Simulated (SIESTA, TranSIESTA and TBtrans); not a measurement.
System: Fe chain with one Al atom in place of Fe. Leads: straight Fe chain, spacing 2.385 Å. Geometry: 3 atoms about the centre moved by SIESTA (PBE, DZP) to a largest force of 0.02 eV/Å, all others as built, motion along the axis alone. Transport runs along z; the first 6 and the last 6 of the 21 atoms are the lead cells, repeated to infinity.

```xyz
21
Lattice="9.000 0.000 0.000 0.000 9.000 0.000 0.000 0.000 50.150" Properties=species:S:1:pos:R:3 pbc="F F T"
Fe     4.500     4.500     0.000
Fe     4.500     4.500     2.385
Fe     4.500     4.500     4.770
Fe     4.500     4.500     7.155
Fe     4.500     4.500     9.540
Fe     4.500     4.500    11.925
Fe     4.500     4.500    14.310
Fe     4.500     4.500    16.695
Fe     4.500     4.500    19.080
Fe     4.500     4.500    21.280
Al     4.500     4.500    23.882
Fe     4.500     4.500    26.487
Fe     4.500     4.500    28.685
Fe     4.500     4.500    31.070
Fe     4.500     4.500    33.455
Fe     4.500     4.500    35.840
Fe     4.500     4.500    38.225
Fe     4.500     4.500    40.610
Fe     4.500     4.500    42.995
Fe     4.500     4.500    45.380
Fe     4.500     4.500    47.765
```
Starting moments (μB): atom 7 +3.2, atom 8 +3.2, atom 9 +3.2, atom 10 +3.2, atom 12 +3.2, atom 13 +3.2, atom 14 +3.2, atom 15 +3.2; lead atoms +3.2 (left) and +3.2 (right).

TranSIESTA and TBtrans, PBE, DZP numerical orbitals (energy shift 0.15 eV), PseudoDojo norm-conserving scalar-relativistic potentials, mesh cutoff 200 Ry, 300 K, spin-polarised (collinear), no spin-orbit coupling; self-consistent non-equilibrium Green functions.

Energies count from the leads' Fermi level. Transmissions are for each spin. The energy step is 0.01 eV; narrower resonances are cut or missed.

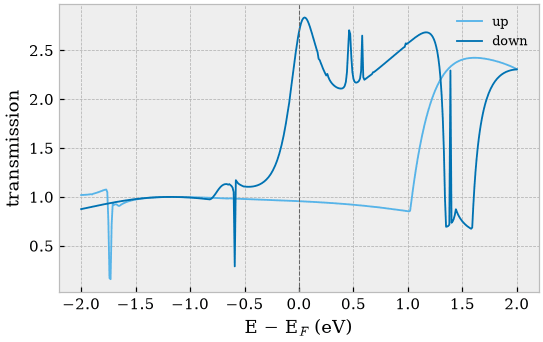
Fig. 1. Transmission against energy

```tsv
E (eV)	T up	T down	lead channels up	down
-2.00	1.02	0.87	4	1
-1.80	1.07	0.92	4	1
-1.60	0.94	0.96	1	1
-1.40	0.99	0.99	1	1
-1.20	1.00	1.00	1	1
-1.00	1.00	0.99	1	1
-0.80	0.99	0.99	1	band edge
-0.60	0.98	1.05	1	3
-0.40	0.97	1.11	1	4
-0.20	0.97	1.38	1	4
0.00	0.96	2.69	1	4
0.20	0.94	2.37	1	4
0.40	0.93	2.11	1	band edge
0.60	0.91	2.20	1	4
0.80	0.88	2.38	1	4
1.00	0.85	2.57	1	4
1.20	1.93	2.67	3	4
1.40	2.34	0.73	3	2
1.60	2.42	0.91	3	3
1.80	2.39	2.18	3	3
2.00	2.31	2.30	3	3
```

The magnetic order of the leads was set by the start, and no other order was tried; the separate lead runs end at 3.46 (left) and 3.46 (right) μB an atom. The straight chain is held at its spacing; free chains may zigzag or dimerise.
